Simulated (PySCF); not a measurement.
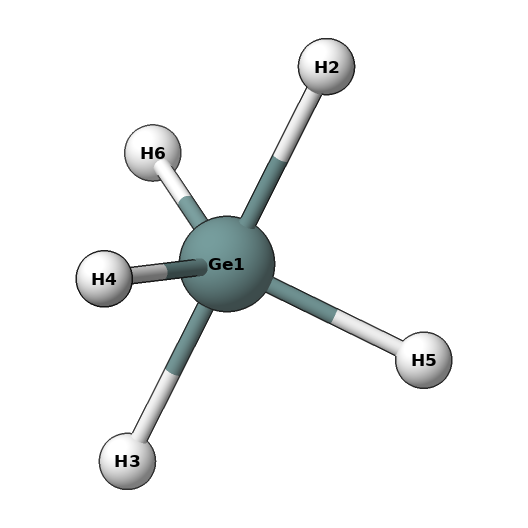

Charge −1, singlet. The computed structure is the end point of a PBE0-D3(BJ)/def2-SVP optimisation. No frequency run is at hand to confirm it as a minimum. Level of theory: PBE/pcJ-1 (pcSseg-1 on Ge) indirect spin-spin coupling, non-relativistic, gas phase (PySCF 2.14.0). Isotopes: 1H.

Give the spin–spin coupling constants of these pairs, with the number of bonds between them: H2/H3, H2/H6, H2/H4, H2/H5, H3/H4, H3/H5, H3/H6, H4/H5, H4/H6, H5/H6.

```csv
pair,bonds apart,J (Hz)
"H2, H3",2,−9.6
"H2, H6",2,43.5
"H2, H4",2,43.4
"H2, H5",2,43.5
"H3, H4",2,43.5
"H3, H5",2,43.5
"H3, H6",2,43.6
"H4, H5",2,−18.4
"H4, H6",2,−18.4
"H5, H6",2,−18.4
```
